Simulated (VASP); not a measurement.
Band structure of TiS2 (space group P-3m1). All values below come from PBE GGA, VASP's PBE PAW potentials (set 64) (plane waves; VASP).

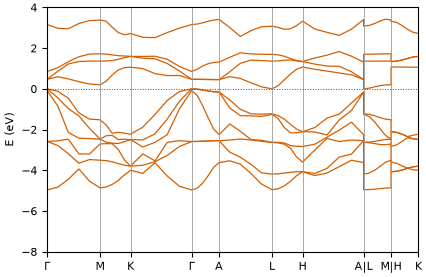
Figure. Bands along high-symmetry lines, zero at the valence-band maximum or, without a gap, the Fermi level

**Question.** Read the plot: is there a gap, and where are the band edges?

**Answer.** It has no gap at this level: it comes out as a metal or semimetal.

The structure is a typed TiS2 crystal (P-3m1). The cell was not relaxed at this level.
